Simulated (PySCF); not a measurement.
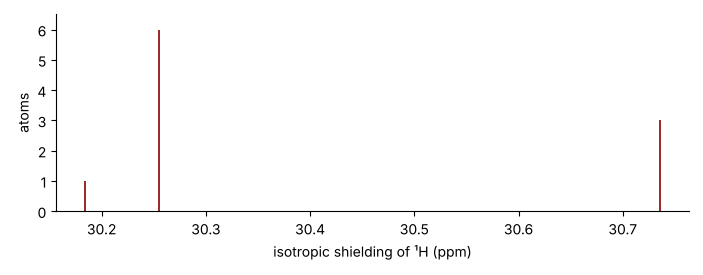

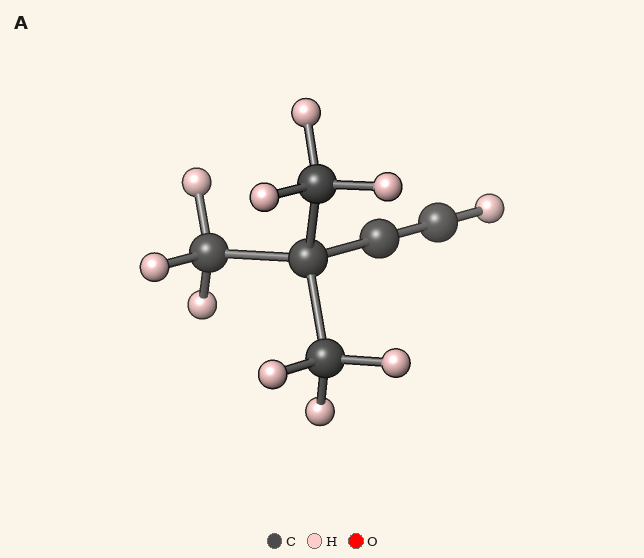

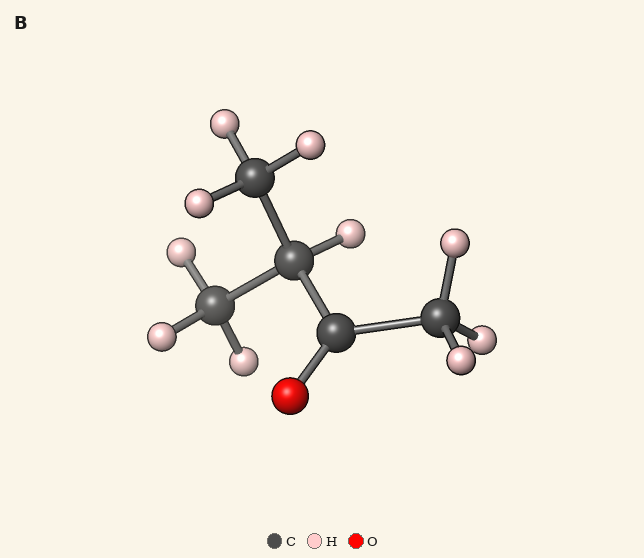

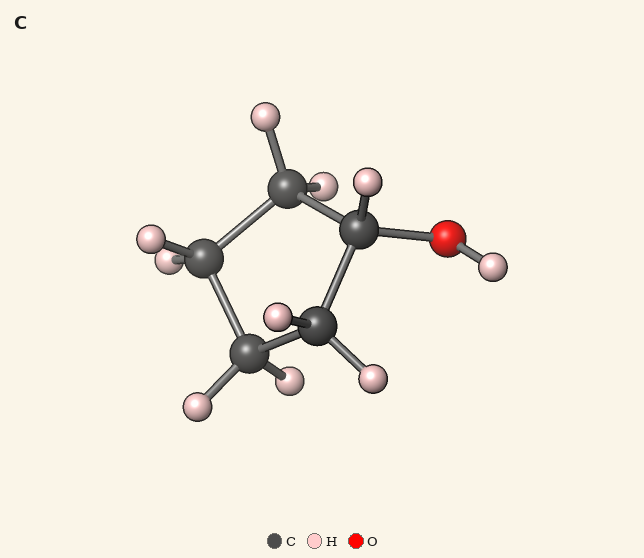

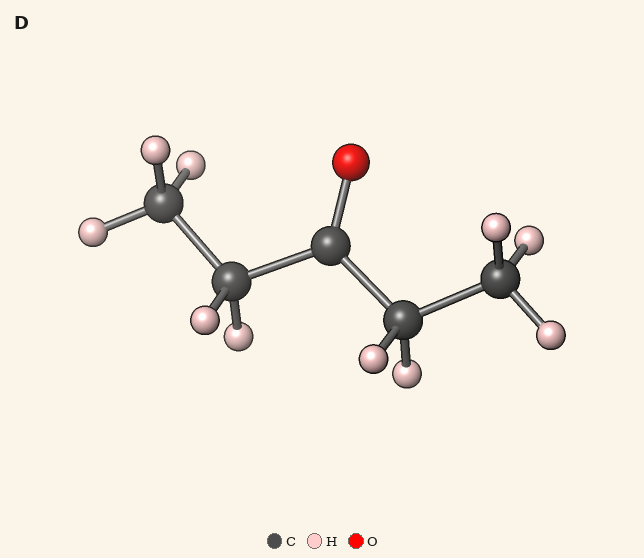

The sticks are computed shieldings of one of the molecules, for one fixed geometry (GFN2-xTB) without averaging over rotations. Low shielding means a high chemical shift. Method: GIAO PBE0/pcSseg-1 NMR shielding, non-relativistic, gas phase (PySCF 2.14.0).

Which molecule gives this pattern?

A, `C#CC(C)(C)C`. Its 10 H atoms give lines at 30.18, 30.25 (6 atoms), 30.74 (3 atoms) ppm.
